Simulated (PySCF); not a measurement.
# C3H9BSi: electronic excitations at several levels of theory

Aim: compute the electronic excitations of C3H9BSi (`BC(=C)[SiH2]C`) at several levels, and see how far they spread and what each costs.

Computed with PySCF 2.14.0, with density-fitted response routines of our own, on a single molecule in the gas phase. Atoms count from 0, in the outputs and in this text.

## (1) The molecule as given

14 atoms, charge 0, multiplicity 1; geometry from: GFN2-xTB. The atoms were then displaced at random by about 0.01 Å, so the start is not that level's minimum.

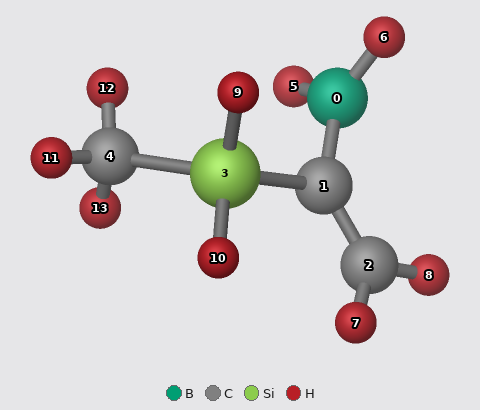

The starting geometry (boron teal, carbon grey, silicon green, hydrogen red), atoms numbered.

## (2) Geometry optimisation at PBE0-D3(BJ)/def2-SVP

Job settings and geometry (Å):

```
{"job": {"xc": "PBE0", "basis": "def2-SVP", "d3": "d3bj", "grid": 1, "shake": 0.01, "kind": "geom"}, "charge": 0, "multiplicity": 1}
B      0.873180     1.514410     0.729890
C      1.033950     0.200940     0.002890
C      1.992920    -0.225790    -0.799080
Si    -0.392610    -0.964590     0.364140
C     -2.040740    -0.221010    -0.309860
H      0.234730     2.407220     0.221630
H      1.263710     1.674590     1.817850
H      2.034370    -1.202890    -1.238840
H      2.859130     0.404100    -1.019580
H     -0.558910    -1.198500     1.825260
H     -0.151140    -2.245050    -0.296150
H     -2.852710    -0.922130    -0.229200
H     -2.349630     0.679500     0.256350
H     -1.953410     0.084100    -1.333030
```

On the command line:

```console
$ OMP_NUM_THREADS=1 python probes_run.py task.json out
```

This one command runs all jobs of the session in turn.

The program printed:

```text
step   0  E = -433.52849510  max force = 0.026348
step   1  E = -433.53352585  max force = 0.007905
step   2  E = -433.53384958  max force = 0.001732
step   3  E = -433.53389368  max force = 0.000898
step   4  E = -433.53391697  max force = 0.000821
step   5  E = -433.53392825  max force = 0.000475
step   6  E = -433.53394254  max force = 0.000487
step   7  E = -433.53396396  max force = 0.000865
step   8  E = -433.53398956  max force = 0.000887
step   9  E = -433.53403704  max force = 0.000637
step  10  E = -433.53415673  max force = 0.001074
step  11  E = -433.53424423  max force = 0.000787
step  12  E = -433.53457695  max force = 0.003912
step  13  E = -433.53483348  max force = 0.005834
step  14  E = -433.53705330  max force = 0.011420
step  15  E = -433.53381717  max force = 0.015401
step  16  E = -433.53737346  max force = 0.010382
step  17  E = -433.53859420  max force = 0.007161
step  18  E = -433.53912679  max force = 0.005221
step  19  E = -433.53943673  max force = 0.002464
step  20  E = -433.53954566  max force = 0.000659
step  21  E = -433.53962248  max force = 0.000919
step  22  E = -433.53967606  max force = 0.000705
step  23  E = -433.53970851  max force = 0.000550
step  24  E = -433.53973311  max force = 0.000538
step  25  E = -433.53974170  max force = 0.000377
optimisation converged
```

Wall time 2.4 min (1 thread of Arm Neoverse V1, shared host); peak memory 0.52 GiB.

Step by step: (the energy doesn't fall at every step)

```
step  energy from step 0 (eV)  largest force component (eV/Å)
   0                   0.0000                          1.3549
   1                  -0.1369                          0.4065
   2                  -0.1457                          0.0891
   3                  -0.1469                          0.0462
   4                  -0.1475                          0.0422
   5                  -0.1478                          0.0244
   6                  -0.1482                          0.0250
   7                  -0.1488                          0.0445
   8                  -0.1495                          0.0456
   9                  -0.1508                          0.0328
  10                  -0.1541                          0.0552
  11                  -0.1564                          0.0405
  12                  -0.1655                          0.2012
  13                  -0.1725                          0.3000
  14                  -0.2329                          0.5872
  15                  -0.1448                          0.7920
  16                  -0.2416                          0.5339
  17                  -0.2748                          0.3682
  18                  -0.2893                          0.2685
  19                  -0.2977                          0.1267
  20                  -0.3007                          0.0339
  21                  -0.3028                          0.0473
  22                  -0.3042                          0.0363
  23                  -0.3051                          0.0283
  24                  -0.3058                          0.0277
  25                  -0.3060                          0.0194
```

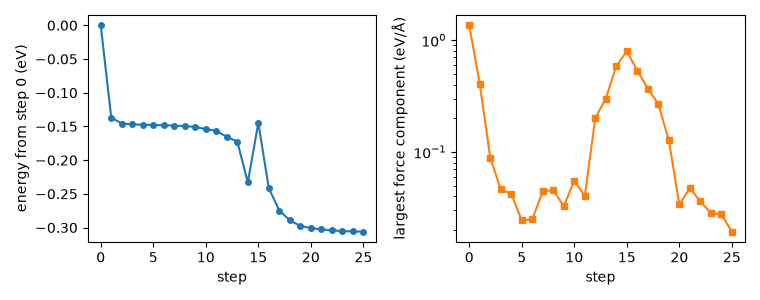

Energy and largest force along the relaxation.

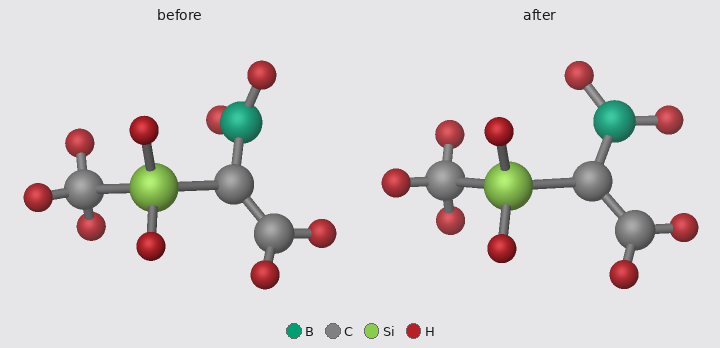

The geometry before (left) and after (right).

Distances of close pairs at the start and the end, largest changes first:

```
   bond  before (Å)  after (Å)  change (Å)
 Si3–C4       1.930      1.880      -0.050
  B0–H6       1.167      1.212      +0.045
Si3–H10       1.461      1.500      +0.039
  B0–C1       1.510      1.548      +0.039
  C1–C2       1.321      1.352      +0.031
 C4–H13       1.071      1.101      +0.030
  C2–H7       1.072      1.099      +0.026
 C4–H11       1.076      1.101      +0.025
```

The next job starts from the end point, and lists it.

```
                         at the end point                value
  point group (found at 0.08 Å tolerance)                   C1
rotational constants (GHz, main isotopes)  6.116, 2.517, 2.085
                        dipole moment (D)                 1.08
```

## (3) TDDFT and polarisability: PBE0/def2-SVP

Job settings and geometry (Å):

```
{"job": {"kind": "uv", "xc": "PBE0", "basis": "def2-SVP"}, "charge": 0, "multiplicity": 1}
B      1.093585     1.465468     0.730596
C      0.949997     0.084718     0.044507
C      1.962971    -0.324783    -0.752530
Si    -0.580094    -0.980740     0.301516
C     -2.126443    -0.077020    -0.268980
H      0.234118     1.910413     1.460440
H      2.090031     2.128971     0.538497
H      1.958814    -1.289218    -1.278582
H      2.850524     0.302406    -0.910560
H     -0.711651    -1.317791     1.755213
H     -0.412468    -2.261080    -0.461165
H     -3.024081    -0.695009    -0.113588
H     -2.254341     0.860073     0.294887
H     -2.061348     0.172367    -1.339224
```

With the program's defaults for keys left out, this is: TDDFT PBE0/def2-SVP, vertical, gas phase, core orbitals frozen in the response.

The program printed:

```text
coarse grid: 11552 points
cycle   1  E = -433.4310383539  dE =  3.753e-02  |g| = 3.739e-01  |ddm| = 3.510e+00
cycle   2  E = -433.4100612327  dE =  2.098e-02  |g| = 4.627e-01  |ddm| = 8.562e-01
cycle   3  E = -433.4685339810  dE = -5.847e-02  |g| = 8.987e-02  |ddm| = 5.190e-01
cycle   4  E = -433.4705299744  dE = -1.996e-03  |g| = 3.074e-02  |ddm| = 1.020e-01
cycle   5  E = -433.4707950403  dE = -2.651e-04  |g| = 4.183e-03  |ddm| = 3.245e-02
cycle   6  E = -433.4708011582  dE = -6.118e-06  |g| = 8.887e-04  |ddm| = 6.403e-03
final grid: 105112 points
cycle   7  E = -433.5297162214  dE = -1.697e-05  |g| = 6.137e-03  |ddm| = 1.988e-02
cycle   8  E = -433.5297130262  dE =  3.195e-06  |g| = 7.038e-03  |ddm| = 1.278e-02
cycle   9  E = -433.5297268911  dE = -1.386e-05  |g| = 2.843e-04  |ddm| = 6.952e-03
cycle  10  E = -433.5297269148  dE = -2.366e-08  |g| = 1.301e-04  |ddm| = 4.914e-04
cycle  11  E = -433.5297269193  dE = -4.459e-09  |g| = 5.746e-05  |ddm| = 1.767e-04
cycle  12  E = -433.5297269201  dE = -8.592e-10  |g| = 7.855e-06  |ddm| = 4.993e-05
converged SCF energy = -433.5297269201

Static polarisability (au): isotropic 70.861, principal 52.055 75.252 85.275

Singlet excitations
state   eV       nm        f      main configurations
  1   4.4114    281.1   0.00089   H->L 0.52, H-1->L 0.47
  2   5.2229    237.4   0.00056   H-3->L 0.98
  3   5.5128    224.9   0.11562   H-1->L 0.48, H->L 0.44
  4   5.8368    212.4   0.00021   H-2->L 0.97
  5   6.4370    192.6   0.08780   H-4->L 0.92
  6   6.9303    178.9   0.00223   H-5->L 0.80
  7   7.2332    171.4   0.00177   H->L+1 0.43, H-1->L+1 0.41, H-5->L 0.11
  8   7.9059    156.8   0.30003   H->L+1 0.46, H-1->L+1 0.45
  9   8.0558    153.9   0.00801   H-3->L+1 0.65, H-8->L 0.15
 10   8.2312    150.6   0.00301   H-6->L 0.37, H-7->L 0.27, H-3->L+1 0.17

Triplet excitations (Tamm-Dancoff, eV): 3.4525 4.0520 4.6320 5.6756
```

Wall time 13 s (1 thread of Arm Neoverse V1, shared host); peak memory 0.62 GiB.

Frontier orbitals and where they lie:

```
orbital     eV                        atoms
 HOMO−3  -9.17    B0 40 %, H5 28 %, H6 10 %
 HOMO−2  -9.07  Si3 33 %, H10 29 %, C4 18 %
 HOMO−1  -8.26   C1 32 %, C2 19 %, Si3 15 %
   HOMO  -8.24   C1 30 %, C2 18 %, Si3 14 %
   LUMO  -2.14     B0 52 %, C2 35 %, C1 8 %
 LUMO+1   0.56   B0 30 %, C1 23 %, Si3 20 %
 LUMO+2   1.80    Si3 51 %, H7 11 %, C1 9 %
```

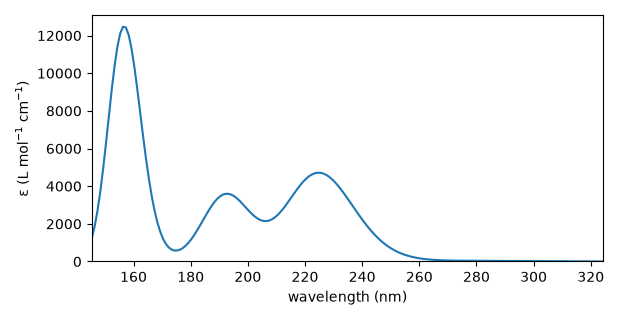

Absorption spectrum: each of the 10 states is a Gaussian band of 0.4 eV half-width at 1/e. Beyond the last state computed it falls off for lack of states.

Further results of this job:

```
           property  computed
  dipole moment (D)      1.08
polarisability (Å³)     10.50
 HOMO–LUMO gap (eV)      6.10
      −ε(HOMO) (eV)      8.24
```

## (4) Ultraviolet spectrum: PBE0/def2-TZVP

Settings changed since step 3:

```diff
@@ -1,2 +1,2 @@
-{"job": {"kind": "uv", "xc": "PBE0", "basis": "def2-SVP"}, "charge": 0, "multiplicity": 1}
+{"job": {"kind": "uv", "xc": "PBE0", "basis": "def2-TZVP"}, "charge": 0, "multiplicity": 1}
 B      1.093585     1.465468     0.730596
```

With the program's defaults for keys left out, this is: TDDFT PBE0/def2-TZVP, vertical, gas phase, core orbitals frozen in the response.

The program printed:

```text
coarse grid: 11552 points
cycle   1  E = -433.7484980679  dE =  5.839e-02  |g| = 4.218e-01  |ddm| = 2.579e+00
cycle   2  E = -433.7225175213  dE =  2.598e-02  |g| = 5.163e-01  |ddm| = 6.652e-01
cycle   3  E = -433.7923679979  dE = -6.985e-02  |g| = 9.985e-02  |ddm| = 4.263e-01
cycle   4  E = -433.7945910895  dE = -2.223e-03  |g| = 3.975e-02  |ddm| = 7.370e-02
cycle   5  E = -433.7950061801  dE = -4.151e-04  |g| = 5.561e-03  |ddm| = 2.727e-02
cycle   6  E = -433.7950155582  dE = -9.378e-06  |g| = 1.222e-03  |ddm| = 5.246e-03
final grid: 105112 points
cycle   7  E = -433.7855831460  dE = -3.678e-05  |g| = 6.770e-03  |ddm| = 4.501e-02
cycle   8  E = -433.7855785983  dE =  4.548e-06  |g| = 7.839e-03  |ddm| = 9.976e-03
cycle   9  E = -433.7855947550  dE = -1.616e-05  |g| = 4.944e-04  |ddm| = 5.431e-03
cycle  10  E = -433.7855947998  dE = -4.480e-08  |g| = 3.297e-04  |ddm| = 5.352e-04
cycle  11  E = -433.7855948296  dE = -2.986e-08  |g| = 7.572e-05  |ddm| = 2.342e-04
cycle  12  E = -433.7855948310  dE = -1.371e-09  |g| = 1.708e-05  |ddm| = 5.237e-05
cycle  13  E = -433.7855948311  dE = -7.367e-11  |g| = 4.481e-06  |ddm| = 1.389e-05
converged SCF energy = -433.7855948311

Static polarisability (au): isotropic 78.405, principal 61.231 81.657 92.327

Singlet excitations
state   eV       nm        f      main configurations
  1   4.3511    284.9   0.00105   H->L 0.78, H-1->L 0.21
  2   5.2096    238.0   0.00126   H-3->L 0.97
  3   5.4247    228.6   0.11720   H-1->L 0.73, H->L 0.19
  4   5.7882    214.2   0.00053   H-2->L 0.97
  5   6.3496    195.3   0.08256   H-4->L 0.93
  6   6.8703    180.5   0.00138   H-5->L 0.58, H->L+1 0.26
  7   7.0469    175.9   0.00196   H->L+1 0.49, H-5->L 0.32, H-1->L+1 0.14
  8   7.6258    162.6   0.28963   H-1->L+1 0.71, H->L+1 0.21
  9   7.9170    156.6   0.00324   H-3->L+1 0.80, H-8->L 0.08
 10   8.1304    152.5   0.00792   H-2->L+1 0.42, H-6->L 0.14, H->L+2 0.13

Triplet excitations (Tamm-Dancoff, eV): 3.4493 3.9932 4.6263 5.6231
```

Wall time 33 s (1 thread of Arm Neoverse V1, shared host); peak memory 0.88 GiB.

Key values: HOMO -8.25 eV, LUMO -2.21 eV; lowest singlet 4.35 eV.

## (5) TDDFT and polarisability: PBE0/aug-cc-pVDZ

Settings changed since step 4:

```diff
@@ -1,2 +1,2 @@
-{"job": {"kind": "uv", "xc": "PBE0", "basis": "def2-TZVP"}, "charge": 0, "multiplicity": 1}
+{"job": {"kind": "uv", "xc": "PBE0", "basis": "aug-cc-pVDZ"}, "charge": 0, "multiplicity": 1}
 B      1.093585     1.465468     0.730596
```

Level: TDDFT PBE0/aug-cc-pVDZ, vertical, gas phase, core orbitals frozen in the response.

The program printed:

```text
coarse grid: 11552 points
cycle   1  E = -433.6795188012  dE =  1.007e-01  |g| = 3.916e-01  |ddm| = 1.104e+01
cycle   2  E = -433.6553955823  dE =  2.412e-02  |g| = 4.852e-01  |ddm| = 2.359e+00
cycle   3  E = -433.7200989915  dE = -6.470e-02  |g| = 9.197e-02  |ddm| = 1.056e+00
cycle   4  E = -433.7221814267  dE = -2.082e-03  |g| = 3.160e-02  |ddm| = 2.203e-01
cycle   5  E = -433.7224582952  dE = -2.769e-04  |g| = 4.678e-03  |ddm| = 8.591e-02
cycle   6  E = -433.7224660767  dE = -7.781e-06  |g| = 1.035e-03  |ddm| = 2.027e-02
final grid: 105112 points
cycle   7  E = -433.7353052440  dE = -1.883e-05  |g| = 6.816e-03  |ddm| = 1.804e-01
cycle   8  E = -433.7353004564  dE =  4.788e-06  |g| = 7.995e-03  |ddm| = 4.257e-02
cycle   9  E = -433.7353185400  dE = -1.808e-05  |g| = 3.502e-04  |ddm| = 2.001e-02
cycle  10  E = -433.7353185774  dE = -3.732e-08  |g| = 1.214e-04  |ddm| = 1.818e-03
cycle  11  E = -433.7353185809  dE = -3.568e-09  |g| = 6.723e-05  |ddm| = 4.086e-04
cycle  12  E = -433.7353185821  dE = -1.173e-09  |g| = 1.592e-05  |ddm| = 1.493e-04
cycle  13  E = -433.7353185822  dE = -6.401e-11  |g| = 4.412e-06  |ddm| = 4.252e-05
converged SCF energy = -433.7353185822

Static polarisability (au): isotropic 82.339, principal 66.092 84.961 95.966

Singlet excitations
state   eV       nm        f      main configurations
  1   4.3524    284.9   0.00104   H->L 0.51, H-1->L 0.48
  2   5.1908    238.9   0.00159   H-3->L 0.97
  3   5.3898    230.0   0.11780   H-1->L 0.48, H->L 0.45
  4   5.7658    215.0   0.00022   H-2->L 0.97
  5   6.3428    195.5   0.07984   H-4->L 0.93
  6   6.8439    181.2   0.00125   H-5->L 0.43, H->L+2 0.12, H-1->L+2 0.11
  7   6.9934    177.3   0.00351   H-5->L 0.47, H->L+1 0.12, H-1->L+1 0.11
  8   7.2690    170.6   0.10013   H->L+1 0.64, H-1->L+1 0.27
  9   7.3844    167.9   0.04230   H-1->L+1 0.43, H-1->L+2 0.27, H->L+2 0.16
 10   7.4680    166.0   0.13953   H->L+2 0.45, H-1->L+2 0.31

Triplet excitations (Tamm-Dancoff, eV): 3.4413 4.0006 4.6048 5.6083
```

Wall time 30 s (1 thread of Arm Neoverse V1, shared host); peak memory 0.85 GiB.

In short: HOMO -8.23 eV, LUMO -2.22 eV; lowest singlet 4.35 eV.

## (6) Ultraviolet spectrum: PBE0/def2-TZVPD

Settings changed since step 5:

```diff
@@ -1,2 +1,2 @@
-{"job": {"kind": "uv", "xc": "PBE0", "basis": "aug-cc-pVDZ"}, "charge": 0, "multiplicity": 1}
+{"job": {"kind": "uv", "xc": "PBE0", "basis": "def2-TZVPD"}, "charge": 0, "multiplicity": 1}
 B      1.093585     1.465468     0.730596
```

With the program's defaults for keys left out, this is: TDDFT PBE0/def2-TZVPD, vertical, gas phase, core orbitals frozen in the response.

The program printed:

```text
coarse grid: 11552 points
cycle   1  E = -433.7489955191  dE =  5.844e-02  |g| = 4.219e-01  |ddm| = 3.545e+00
cycle   2  E = -433.7227636999  dE =  2.623e-02  |g| = 5.170e-01  |ddm| = 1.019e+00
cycle   3  E = -433.7928613198  dE = -7.010e-02  |g| = 1.000e-01  |ddm| = 5.509e-01
cycle   4  E = -433.7950887561  dE = -2.227e-03  |g| = 3.995e-02  |ddm| = 9.151e-02
cycle   5  E = -433.7955077145  dE = -4.190e-04  |g| = 5.615e-03  |ddm| = 3.966e-02
cycle   6  E = -433.7955172374  dE = -9.523e-06  |g| = 1.243e-03  |ddm| = 8.887e-03
final grid: 105112 points
cycle   7  E = -433.7860936600  dE = -4.001e-05  |g| = 6.794e-03  |ddm| = 1.745e-01
cycle   8  E = -433.7860890472  dE =  4.613e-06  |g| = 7.876e-03  |ddm| = 1.410e-02
cycle   9  E = -433.7861053707  dE = -1.632e-05  |g| = 4.943e-04  |ddm| = 6.561e-03
cycle  10  E = -433.7861054152  dE = -4.446e-08  |g| = 3.310e-04  |ddm| = 9.311e-04
cycle  11  E = -433.7861054453  dE = -3.007e-08  |g| = 7.976e-05  |ddm| = 3.323e-04
cycle  12  E = -433.7861054468  dE = -1.520e-09  |g| = 1.783e-05  |ddm| = 8.150e-05
cycle  13  E = -433.7861054469  dE = -8.072e-11  |g| = 4.632e-06  |ddm| = 2.502e-05
converged SCF energy = -433.7861054469

Static polarisability (au): isotropic 81.819, principal 65.620 84.494 95.344

Singlet excitations
state   eV       nm        f      main configurations
  1   4.3442    285.4   0.00105   H->L 0.79, H-1->L 0.20
  2   5.2025    238.3   0.00147   H-3->L 0.97
  3   5.4082    229.3   0.11701   H-1->L 0.74, H->L 0.19
  4   5.7762    214.6   0.00048   H-2->L 0.97
  5   6.3359    195.7   0.08047   H-4->L 0.93
  6   6.8432    181.2   0.00127   H-5->L 0.44, H->L+1 0.27, H->L+2 0.08
  7   7.0008    177.1   0.00325   H-5->L 0.46, H->L+1 0.30, H-1->L+1 0.08
  8   7.4048    167.4   0.18397   H-1->L+1 0.63, H->L+1 0.28
  9   7.5902    163.3   0.05757   H->L+2 0.51, H-1->L+2 0.20, H-1->L+1 0.15
 10   7.6467    162.1   0.06899   H-1->L+2 0.54, H->L+2 0.22, H-1->L+3 0.13

Triplet excitations (Tamm-Dancoff, eV): 3.4477 3.9859 4.6158 5.6113
```

It took 45 s on 1 thread of Arm Neoverse V1, shared host; peak memory 1.1 GiB.

Key values: HOMO -8.25 eV, LUMO -2.23 eV; lowest singlet 4.34 eV.

## (7) Excited states and response: PBE0/6-31+G*

Settings changed since step 6:

```diff
@@ -1,2 +1,2 @@
-{"job": {"kind": "uv", "xc": "PBE0", "basis": "def2-TZVPD"}, "charge": 0, "multiplicity": 1}
+{"job": {"kind": "uv", "xc": "PBE0", "basis": "6-31+G*"}, "charge": 0, "multiplicity": 1}
 B      1.093585     1.465468     0.730596
```

Level: TDDFT PBE0/6-31+G*, vertical, gas phase, core orbitals frozen in the response.

The program printed:

```text
coarse grid: 11552 points
cycle   1  E = -433.7125936803  dE =  7.981e-02  |g| = 3.989e-01  |ddm| = 3.341e+00
cycle   2  E = -433.6880188075  dE =  2.457e-02  |g| = 4.919e-01  |ddm| = 1.307e+00
cycle   3  E = -433.7548228807  dE = -6.680e-02  |g| = 9.105e-02  |ddm| = 7.348e-01
cycle   4  E = -433.7568722713  dE = -2.049e-03  |g| = 3.027e-02  |ddm| = 1.156e-01
cycle   5  E = -433.7571281481  dE = -2.559e-04  |g| = 4.329e-03  |ddm| = 5.250e-02
cycle   6  E = -433.7571347089  dE = -6.561e-06  |g| = 8.545e-04  |ddm| = 1.557e-02
final grid: 105112 points
cycle   7  E = -433.7092183760  dE = -1.368e-05  |g| = 6.627e-03  |ddm| = 4.688e-02
cycle   8  E = -433.7092143151  dE =  4.061e-06  |g| = 7.720e-03  |ddm| = 1.569e-02
cycle   9  E = -433.7092310390  dE = -1.672e-05  |g| = 3.298e-04  |ddm| = 8.493e-03
cycle  10  E = -433.7092310699  dE = -3.086e-08  |g| = 1.464e-04  |ddm| = 8.815e-04
cycle  11  E = -433.7092310755  dE = -5.596e-09  |g| = 6.093e-05  |ddm| = 2.865e-04
cycle  12  E = -433.7092310764  dE = -9.506e-10  |g| = 1.243e-05  |ddm| = 7.395e-05
converged SCF energy = -433.7092310764

Static polarisability (au): isotropic 75.195, principal 57.797 78.436 89.352

Singlet excitations
state   eV       nm        f      main configurations
  1   4.4291    279.9   0.00103   H-1->L 0.77, H->L 0.23
  2   5.2836    234.7   0.00161   H-3->L 0.96
  3   5.4734    226.5   0.12780   H->L 0.71, H-1->L 0.21
  4   5.8799    210.9   0.00125   H-2->L 0.95
  5   6.4111    193.4   0.07786   H-4->L 0.93
  6   6.9227    179.1   0.00152   H-5->L 0.45, H-1->L+1 0.28, H-1->L+2 0.09
  7   7.0840    175.0   0.00426   H-5->L 0.45, H-1->L+1 0.30, H->L+1 0.09
  8   7.3872    167.8   0.17428   H->L+1 0.77, H-1->L+1 0.12
  9   7.5653    163.9   0.05872   H-1->L+2 0.48, H-1->L+1 0.25, H->L+2 0.23
 10   7.6097    162.9   0.08391   H->L+3 0.42, H->L+2 0.28, H-1->L+3 0.13

Triplet excitations (Tamm-Dancoff, eV): 3.4518 4.0827 4.7314 5.7120
```

Run time: 12 s. Hardware: 1 thread of Arm Neoverse V1, shared host; peak memory 0.63 GiB.

Key values: HOMO -8.24 eV, LUMO -2.16 eV; lowest singlet 4.43 eV.

## (8) Run by run: electronic excitations

Excitations and ground-state properties, with basis size and wall time:

```
             run  lowest singlet (eV)  brightest (eV)      f  gap (eV)  α (Å³)  μ (D)  functions  time
   PBE0/def2-SVP                 4.41            7.91  0.300      6.10   10.50   1.08        119  13 s
  PBE0/def2-TZVP                 4.35            7.63  0.290      6.04   11.62   1.05        215  33 s
PBE0/aug-cc-pVDZ                 4.35            7.47  0.140      6.01   12.20   1.03        200  30 s
 PBE0/def2-TZVPD                 4.34            7.40  0.184      6.02   12.12   1.04        272  45 s
    PBE0/6-31+G*                 4.43            7.39  0.174      6.07   11.14   1.08        112  12 s
```

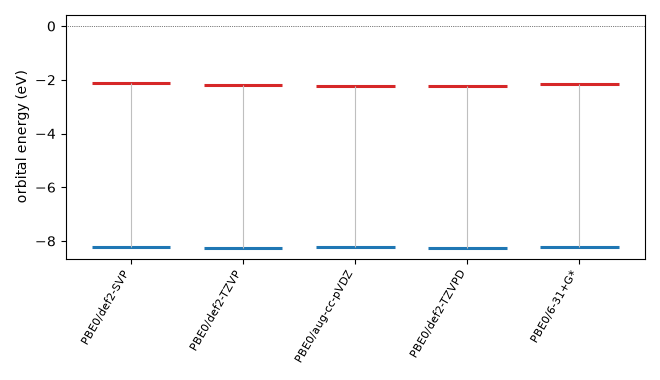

HOMO (blue) and LUMO (red) run by run.

## (9) Summary of results

| quantity | value |
| --- | --- |
| point group | C1 |
| rotational constants (main isotopes) | 6.12, 2.52, 2.09 GHz |
| lowest singlet (PBE0/def2-SVP) | 4.41 eV (281 nm), f = 0.001 |
| brightest single state of those computed | state 8, 7.91 eV, f = 0.300 |
| lowest triplet | 3.45 eV |
| range of the lowest singlet | 4.34 to 4.43 eV |

What this shows: Single values in the summary come from the first sound run of each kind (PBE0/def2-SVP), which need not be the best level. The start of the PBE0/def2-SVP relaxation was shaken at random by about 0.01 Å, so part of the energy gained, and of the first lengths quoted, undoes that. The optimisation took 25 steps and gained 0.306 eV; among the close pairs (by a distance rule), Si3–C4 changed most, from 1.930 to 1.880 Å. No frequency check was run at this level, so the end point may be a saddle. The lowest singlet, at 4.41 eV, is HOMO→LUMO 0.52, HOMO−1→LUMO 0.47 and is dark; of the 10 states computed, the strongest absorption comes from state 8 at 7.91 eV. The lowest triplet lies 0.96 eV below the lowest singlet (triplets in Tamm-Dancoff, singlets in full TDDFT). The basis of PBE0/def2-SVP has no diffuse functions, so Rydberg states are missing and the high states are unreliable. The lowest singlet runs from 4.34 eV (PBE0/def2-TZVPD) to 4.43 eV (PBE0/6-31+G*), while the orbital gap spans 6.01 to 6.10 eV. The lowest state need not be the same one in every run.
